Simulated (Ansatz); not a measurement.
**Ni [001], fcc: uniaxial strain and lateral response**

The c axis is held at a set length while the cell relaxes sideways. How do the lateral strain and the stress follow? The strained cell has c along the load; unstrained it is a = 2.4485 Å, b = 2.4485 Å, c = 3.4627 Å, α = 90.00°, β = 90.00°, γ = 90.00°, with 2 atoms.

Calculated with Ansatz 0.2.0, PBEsol, PAW files of the set soft_1, cutoff 600 eV, Fermi–Dirac smearing 0.05 eV, k-mesh 18×18×13, ferromagnetic start, no spin-orbit coupling.

Relaxed positions at 0 %:

```
atom       x       y       z
  Ni  0.0000  0.0000  0.0000
  Ni  0.5000  0.5000  0.5000
```

```csv
ε_c (%),a (Å),c (Å),ε_a (%),"σ (GPa, tension positive)"
−3,2.4778,3.3588,1.196,−5.26
−2,2.4676,3.3935,0.780,−3.63
−1,2.4580,3.4281,0.388,−1.88
0,2.4489,3.4627,0.015,−0.07
2,2.4319,3.5320,−0.676,3.77
3,2.4242,3.5666,−0.994,5.76
```

**Question.** Fit both responses and give the free strain and the stress at +1 %, a row left out above.

Least squares with y = y0 + y1 ε + y2 ε² (ε in %) gives ε_a = 0.014 + (−0.3647) ε + (0.0096) ε² and σ = −0.07 + (1.841) ε + (0.036) ε² GPa. The linear terms put the ratio of free to applied strain at −0.365 and the Young modulus at 184 GPa.

At +1 % the free strain comes out as −0.341 %. The run itself gives −0.339 %, so the estimate misses by 0.002 %; the fitted rows themselves lie up to 0.002 % off the law.

The stress comes out as 1.80 GPa. The run itself gives 1.82 GPa, so the estimate misses by 0.02 GPa; the fitted rows themselves lie up to 0.02 GPa off the law.

Along a cube axis ν = C12/(C11 + C12) and Y = (C11 − C12)(C11 + 2C12)/(C11 + C12), so C11 = Y(1 − ν)/[(1 + ν)(1 − 2ν)] = 317 GPa and C12 = 182 GPa.

The positive ε² term means that the crystal stiffens in tension.

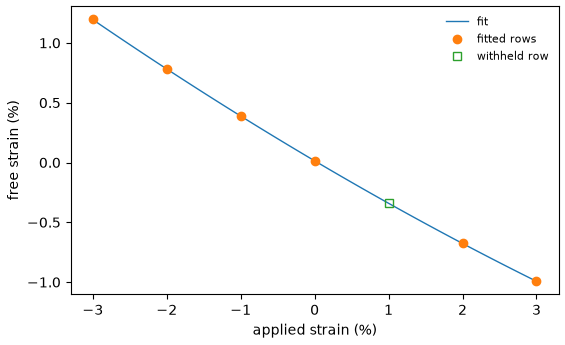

The fitted law, the rows behind it and the withheld row.

[Logs are printed without paths, hosts, clocks, repeated set-up lines and the standing remarks that a program may print on its own settings, such as how far it seeks lower states.]
